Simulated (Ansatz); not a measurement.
The compound is Si₂C (space group P-6m2, No. 187), taken as the input geometry of an electronic-structure calculation (not necessarily at equilibrium); the starting structure was generated, so it need not be a known form of this composition.

```xyz
3
Lattice="2.8838 0.0000 0.0000 -1.4419 2.4974 0.0000 0.0000 0.0000 4.8449" Properties=species:S:1:pos:R:3 pbc="T T T"
Si    0.0000    0.0000    3.6370
Si    0.0000    0.0000    1.2079
C     0.0000    1.6649    0.0000
```

Describe the stacking along c, with columns A (0, 0), B (1/3, 2/3), C (2/3, 1/3) of the hexagonal mesh.

C(B) – Si(A) – Si(A) (three layers in 4.84 Å).

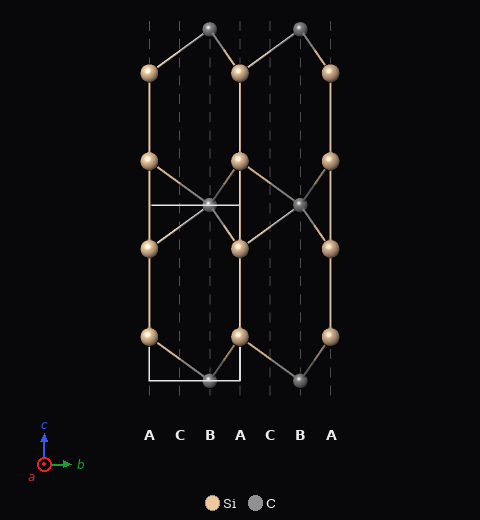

Projection along an edge of the hexagonal mesh, stacking direction c upwards. The dashed lines mark the three columns A (0, 0), B (1/3, 2/3) and C (2/3, 1/3). The sequence starts with the first layer at or above the cell's origin.
